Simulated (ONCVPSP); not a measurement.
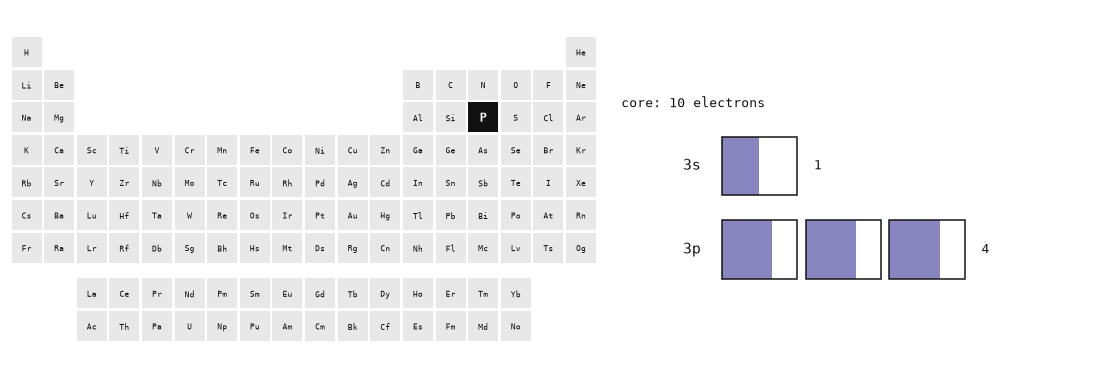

*Left, the place of phosphorus in the periodic table; right, the valence shells of the reference configuration: a box for each of the 2l + 1 orbitals, shaded by the share of the shell that is filled, with the electron count at the right.*

# Run report: P, pseudopotential generation

Phosphorus (P, Z = 15), core [Ne], reference valence 3s1 3p4, valence charge 5. Computed at this level: ONCV potential, PBE, scalar-relativistic, made with ONCVPSP 4.0.1.

The program's output (extracts):
```
ONCVPSP  (Optimized Norm-Conservinng Vanderbilt PSeudopotential)
scalar-relativistic version 4.0.1

#   n    l    f        energy (Ha)
    1    0    2.00    -7.6649927E+01
    2    0    2.00    -6.4504988E+00
    2    1    6.00    -4.6310541E+00
    3    0    1.00    -5.3928213E-01
    3    1    4.00    -2.2312553E-01

Reference configufation results
  iterations    27
  all-electron total energy (Ha)   -3.41588520D+02

Begin loop to  construct optimized pseudo wave functions
and semi-local pseudopoentials for all angular momenta

   Wellstate for l =  0  n =  5
     eigenvalue =   1.8607
     asymptotic potential =   2.3607
     half-point radius =  3.8203

Calculating optimized projector #   1

 for l=   0

    Fraction of norm inside rc  0.234764
    Optimizing pswf for qcut=   3.90 a_B^-1,  ecut=   7.59 Ha
    Residual kinetic energy error=  5.22D-03 Ha

    Energy error per electron        Cutoff
         Ha          eV             Ha
         0.01000     0.27211        6.59
         0.00100     0.02721       15.58
         0.00010     0.00272       37.16
         0.00001     0.00027       49.20

Calculating optimized projector #   2

 for l=   0

    Fraction of norm inside rc  0.084767
    Optimizing pswf for qcut=   3.90 a_B^-1,  ecut=   7.59 Ha
    Residual kinetic energy error=  1.99D-02 Ha

    Energy error per electron        Cutoff
         Ha          eV             Ha
         0.01000     0.27211       15.21
         0.00100     0.02721       78.77
         0.00010     0.00272       96.19
         0.00001     0.00027      126.83

Calculating optimized projector #   1

 for l=   1

    Fraction of norm inside rc  0.387581
    Optimizing pswf for qcut=   4.51 a_B^-1,  ecut=  10.16 Ha
    Residual kinetic energy error=  8.72D-05 Ha

    Energy error per electron        Cutoff
         Ha          eV             Ha
         0.01000     0.27211        3.04
         0.00100     0.02721        4.40
         0.00010     0.00272        9.81
         0.00001     0.00027       33.50

Construct Vanderbilt / Kleinmman-Bylander projectors

B matrix Hermiticity error, ll=   0
   1   2   -1.1200E-04

  Orthonormal projector coefficients  1.6506E+01  3.0652E+00

Model core correction analysis
  based on d2Exc/dn_idn_j

d2excae - all-electron derivatives

   -3.740161D-02   -2.963958D-02
   -2.964086D-02   -2.735876D-02

d2excps - pseudofunction derivatives with no core correction

   -4.019104D-02   -3.136816D-02
   -3.137142D-02   -2.829668D-02

rms 2nd derivative error    1.913340E-03

rmatch, rhocmatch    1.0534    1.0983

Teter function model core charge with specified parameters

d2excps - pseudofunction derivatives with core correction

   -3.715062D-02   -2.956627D-02
   -2.956913D-02   -2.730498D-02

rms 2nd derivative error    1.382108E-04

Pseudoatom total energy   -6.119243

Diagnostic tests using Vanderbilt-Kleinman-Bylander pseudopotentials
  1 or more projectors used as specified by nproj input data

   l    rcore       rmatch      e in        delta e   norm test  slope test

   0   1.3542428   1.3953606  -0.5392821  -0.0000013   1.0000305   1.0000139
   0   1.3542428   1.3953606   1.8607179   0.0000157   1.0002391   1.0002391

   1   1.9045020   1.9623269  -0.2231255  -0.0000008   1.0000005   1.0000195

 Testing for bound ghosts
   n   l    E NL Schr. Eq   E Basis Diag.   E Cutoff

   1   0       -0.539283       -0.518588    101.36

   2   1       -0.223126       -0.216293     42.22

 Testing for highly-localized positive-energy ghosts
       l    <radius>/rc     E Basis Diag.   E Cutoff

       0        0.618718        4.560958    101.36  WARNING - GHOST(+)

Test configuration 0

   n   l     f        eae           eps        diff
   1   0  2.0000  -76.64992672
   2   0  2.0000   -6.45049880
   2   1  6.0000   -4.63105411
   3   0  1.0000   -0.53928213   -0.53928346   -1.33D-06
   3   1  4.0000   -0.22312553   -0.22312634   -8.13D-07

    Total energies and differences
      AE_ref= -3.41588520D+02  AE_tst= -3.41588520D+02  dif=  0.00D+00
      PS_ref= -6.11924314D+00  PS_tst= -6.11924314D+00  dif=  5.33D-15
      PSP excitation error= -5.33D-15

Test configuration 1

   n   l     f        eae           eps        diff
   1   0  2.0000  -76.59189075
   2   0  2.0000   -6.39406272
   2   1  6.0000   -4.57504848
   3   0  2.0000   -0.51336413   -0.51338287   -1.87D-05
   3   1  3.0000   -0.20237180   -0.20243045   -5.86D-05

    Total energies and differences
      AE_ref= -3.41588520D+02  AE_tst= -3.41902143D+02  dif= -3.14D-01
      PS_ref= -6.11924314D+00  PS_tst= -6.43285848D+00  dif= -3.14D-01
      PSP excitation error= -7.37D-06

Test configuration 2

   n   l     f        eae           eps        diff
   1   0  2.0000  -76.99054902
   2   0  2.0000   -6.78485345
   2   1  6.0000   -4.96658816
   3   0  2.0000   -0.85579034   -0.85547859    3.12D-04
   3   1  2.0000   -0.52239719   -0.52217231    2.25D-04

    Total energies and differences
      AE_ref= -3.41588520D+02  AE_tst= -3.41544589D+02  dif=  4.39D-02
      PS_ref= -6.11924314D+00  PS_tst= -6.07534222D+00  dif=  4.39D-02
      PSP excitation error=  3.01D-05

Test configuration 3

   n   l     f        eae           eps        diff
   1   0  2.0000  -77.48150135
   2   0  2.0000   -7.25895834
   2   1  6.0000   -5.44219278
   3   0  2.0000   -1.24787342   -1.24699161    8.82D-04
   3   1  1.0000   -0.89209700   -0.89138842    7.09D-04

    Total energies and differences
      AE_ref= -3.41588520D+02  AE_tst= -3.40840950D+02  dif=  7.48D-01
      PS_ref= -6.11924314D+00  PS_tst= -5.37212710D+00  dif=  7.47D-01
      PSP excitation error=  4.54D-04

Test configuration 4

   n   l     f        eae           eps        diff
   1   0  2.0000  -77.04632613
   2   0  2.0000   -6.83943225
   2   1  6.0000   -5.02065518
   3   0  1.0000   -0.88118621   -0.88077677    4.09D-04
   3   1  3.0000   -0.54429044   -0.54397668    3.14D-04

    Total energies and differences
      AE_ref= -3.41588520D+02  AE_tst= -3.41209421D+02  dif=  3.79D-01
      PS_ref= -6.11924314D+00  PS_tst= -5.74025318D+00  dif=  3.79D-01
      PSP excitation error=  1.09D-04
```

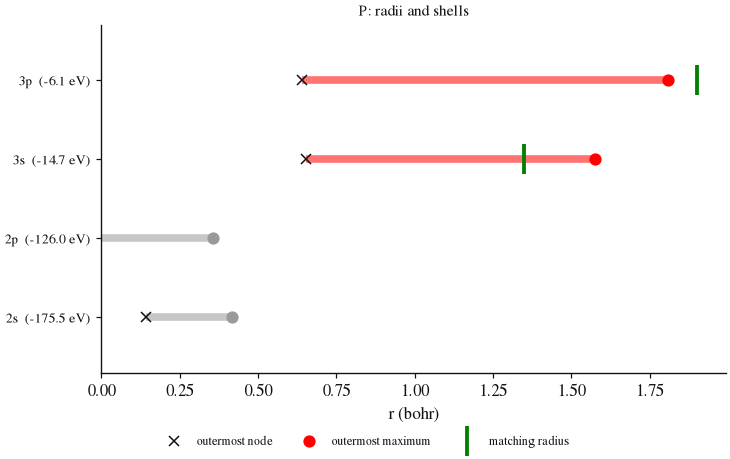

*Outer shells of the all-electron reference atom: each bar runs from the outermost node (or the nucleus) to the outermost maximum of u(r); the tick is the radius chosen for the pseudo-wave. Shells without a tick have no pseudo-wave of their own. Levels, nodes and maxima are from ld1.x, scalar-relativistic.*

- Radii against the shells: 3s: 1.35 bohr, between node and maximum; 3p: 1.90 bohr, outside the maximum.

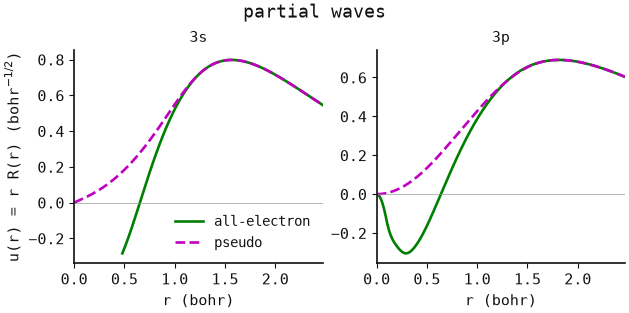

*Pseudo-waves (dashed) against the all-electron radial functions (solid). The innermost oscillations of some all-electron curves aren't drawn. Reference configuration 3s1 3p4.*

- Matching radii: 3s at 1.35 bohr; 3p at 1.90 bohr. The curves merge smoothly, so the plot gives these only roughly.
- Nodes of the pseudo-waves: 3s has no node; 3p has no node.

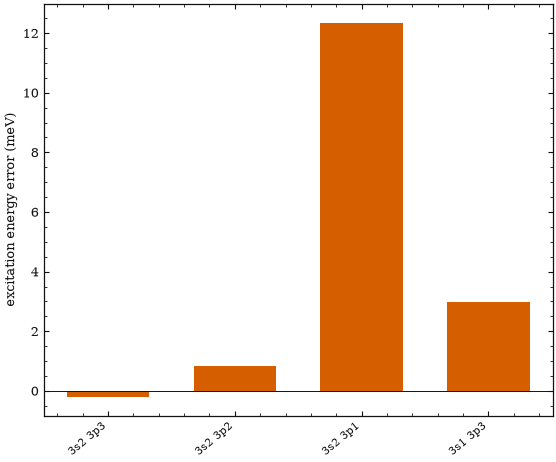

*Errors, all-electron minus pseudo, of the energies of valence configurations relative to the unpolarised reference 3s1 3p4.*

- Worst configuration: 3s2 3p1 (charge +2): the error is +12 meV on an all-electron energy of +20.34 eV relative to the reference, or 0.061 %.
- Configurations within 10 meV and within 50 meV: 3 and 4 of 4.
- Errors in meV: 3s2 3p3: -0.2; 3s2 3p2: +0.8; 3s2 3p1: +12; 3s1 3p3: +3.0.

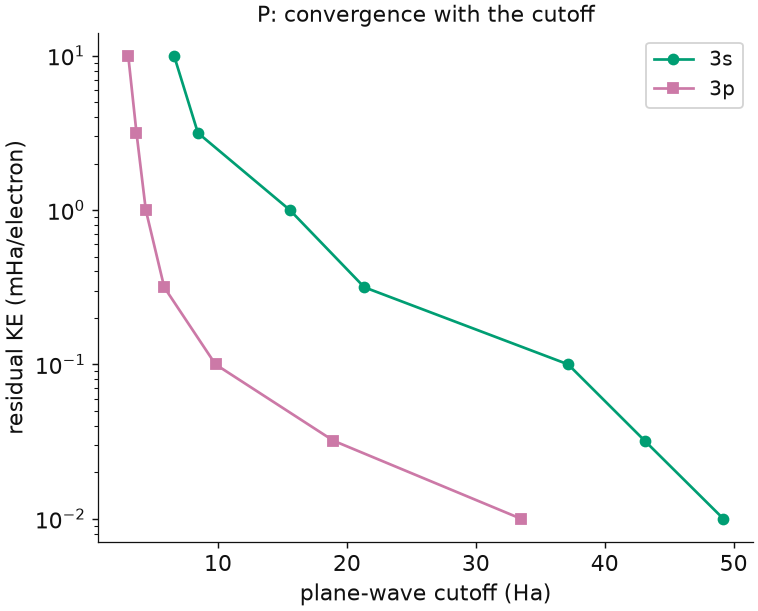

*Residual kinetic energy of the pseudo-waves (the first of each channel, and further valence shells) beyond the plane-wave cutoff, as the generator prints it.*

- Cutoffs for 1 mHa per electron: 3s: 16 Ha; 3p: 4.4 Ha.
- Cutoffs for the occupied states: 16 Ha for 1 mHa and 37 Ha for 0.1 mHa per electron. The first is set by 3s.
- Hardest wave at 1 mHa per electron: 3s, with rc = 1.35 bohr and qcut = 3.9 1/bohr. The optimisation minimises, but can't always remove, the kinetic energy above qcut²/2 = 7.6 Ha, and a larger rc would as a rule soften the wave at some cost in transferability.

Input:
```
# ATOM AND REFERENCE CONFIGURATION
# atsym  z   nc   nv     iexc    psfile
  P 15.00    3    2        4      upf
#
#   n    l    f
    1    0    2.00
    2    0    2.00
    2    1    6.00
    3    0    1.00
    3    1    4.00
#
# PSEUDOPOTENTIAL AND OPTIMIZATION
# lmax
    1
#
#   l,   rc,      ep,       ncon, nbas, qcut
    0    1.35    0.00    4    7    3.90
    1    1.90    0.00    4    7    4.50
#
# LOCAL POTENTIAL
# lloc, lpopt,  rc(5),   dvloc0
    4    5    1.00    0.00
#
# VANDERBILT-KLEINMAN-BYLANDER PROJECTORs
# l, nproj, debl
    0    2    2.40
    1    1    2.70
#
# MODEL CORE CHARGE
# icmod, fcfact, rcfact
    3    3.75    1.35
#
# LOG DERIVATIVE ANALYSIS
# epsh1, epsh2, depsh
   -2.00    5.00    0.02
#
# OUTPUT GRID
# rlmax, drl
    6.00    0.01
#
# TEST CONFIGURATIONS
# ncnf
    4
# nvcnf
#   n    l    f
    2
    3    0    2.00
    3    1    3.00
#
    2
    3    0    2.00
    3    1    2.00
#
    2
    3    0    2.00
    3    1    1.00
#
    2
    3    0    1.00
    3    1    3.00
#
```

Launched with:
```bash
oncvpsp.x < P.dat > P.out
```

Summary:

- outcome: generated
- cutoffs needed: 16 Ha and 37 Ha (the cutoffs at which the residual kinetic energy of the hardest occupied pseudo-wave falls to 1 and 0.1 mHa per electron)
- ghost test: no bound ghost flagged; GHOST(+) flagged for s at 124.1 eV
- largest excitation error: +12 meV (all-electron minus pseudo) for 3s2 3p1, out of 4 test configurations
- rms error of d²Exc/dni dnj: 1.91 mHa without and 0.14 mHa with the model core
- range over which the phases arctan(r R′/R) at the test radius agree within 0.05 rad (a looser test near the poles than one of phase shifts): s: up to about 4.2 Ha; p: up to about 1.7 Ha; d: not judged, local potential alone; f: not judged, local potential alone
- hardware: 1 CPU thread, shared host
- wall time: 1.7 s
